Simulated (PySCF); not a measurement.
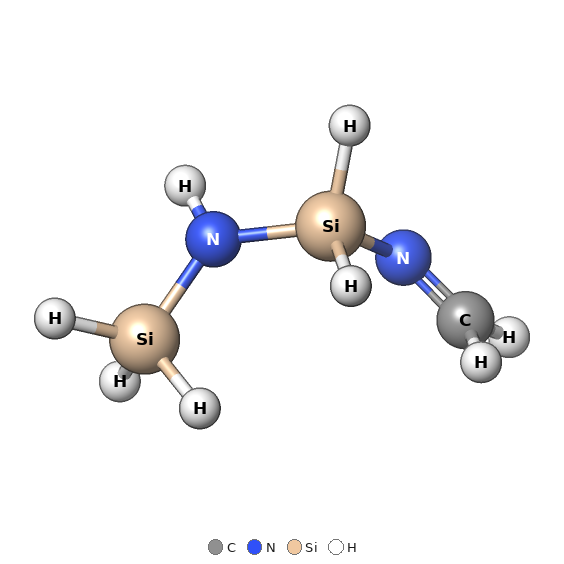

Ball-and-stick drawing of a structure. Multiple sticks mark multiple bonds (one Kekulé form).

Computed geometry: PBE0-D3(BJ)/def2-SVP optimisation. No frequency run is at hand to confirm it as a minimum.

Which formula does it have?

CH8N2Si2, 13 atoms: 1 carbon, 8 hydrogen, 2 nitrogen and 2 silicon.

Describe its rings.

It has no ring.

What is its SMILES?

C=N[SiH2]N[SiH3]

How many bonds of each kind are drawn?

5 Si–H, 3 N–Si, 2 C–H, 1 C–N, 1 N–H.

More results for the same structure follow; atom numbers are the same in all pictures, views and colours differ.

**Geometry**

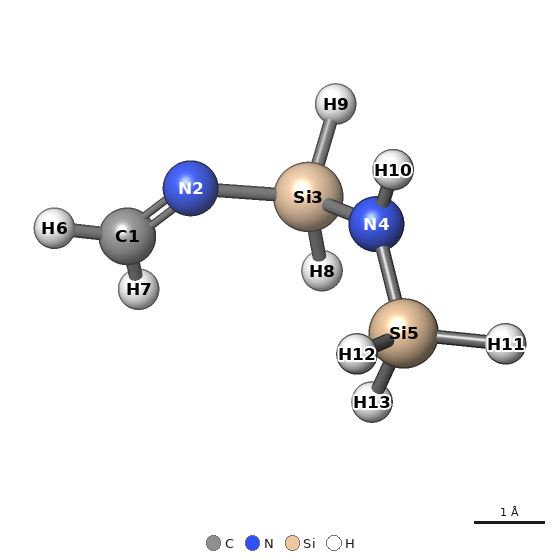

Numbered structure. No frequency run is at hand to confirm it as a minimum.

List the bonds and their lengths.

```
   bond  length (Å)   order
  C1–N2       1.262  double
  C1–H6       1.107  single
  C1–H7       1.114  single
 N2–Si3       1.760  single
 Si3–N4       1.732  single
 Si3–H8       1.500  single
 Si3–H9       1.490  single
 N4–Si5       1.742  single
 N4–H10       1.017  single
Si5–H11       1.496  single
Si5–H12       1.497  single
Si5–H13       1.493  single
```

**Spin–spin coupling**

No frequency run is at hand to confirm it as a minimum. Method: B3LYP/6-31G* indirect spin-spin coupling, non-relativistic, gas phase (PySCF 2.14.0). Isotopes: 13C, 1H, 15N, 29Si.

Give the spin–spin coupling constants of these pairs, with the number of bonds between them: C1/N2, N2/Si3, Si3/N4, Si3/H8, Si5/H11, N2/N4, N4/H8.

```
    pair  bonds apart  J (Hz)
  C1, N2            1   −13.1
 N2, Si3            1     1.9
 Si3, N4            1    18.3
 Si3, H8            1  −187.6
Si5, H11            1  −189.9
  N2, N4            2     1.1
  N4, H8            2    −7.0
```

**Dipole moment**

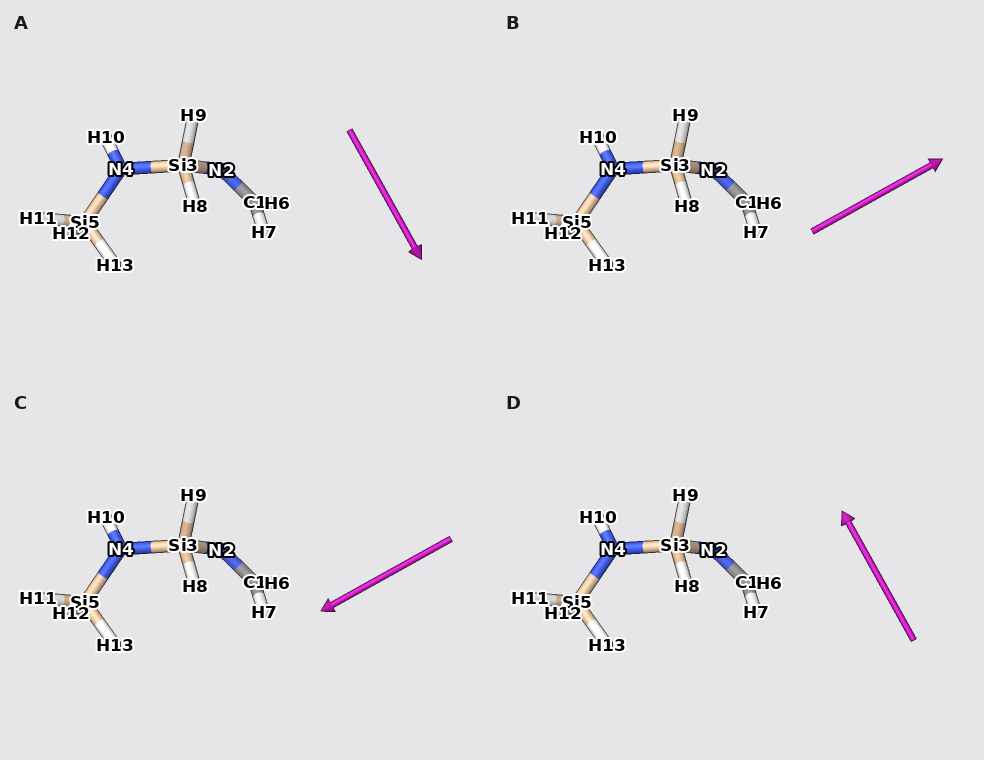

The same molecule four times, each with an arrow. No frequency run is at hand to confirm it as a minimum. Level of theory: B3LYP/6-31G*, gas phase (PySCF 2.14.0).

Which arrow points along the dipole moment, from the negative to the positive end?

A. The dipole moment is 0.39 D; it points from the side of H10 to the side of H7 (the outermost atoms at the two ends).

**Quadrupole coupling**

No frequency run is at hand to confirm it as a minimum. Electric field gradients from the ground-state density, B3LYP/cc-pVTZ (PySCF 2.14.0), non-relativistic apart from any core potentials.

Give the largest field-gradient component, the quadrupole coupling constant and the asymmetry for 14N at N2 (Q = 20.44 mb), 14N at N4 (Q = 20.44 mb), 2H at H6 (Q = 2.86 mb), 2H at H7 (Q = 2.86 mb).

| atom | V_zz (a.u.) | e²qQ/h (MHz) | η |
| --- | --- | --- | --- |
| N2 | −0.987 | −4.74 | 0.94 |
| N4 | −0.720 | −3.46 | 0.43 |
| H6 | 0.253 | 0.170 | 0.03 |
| H7 | 0.242 | 0.162 | 0.05 |
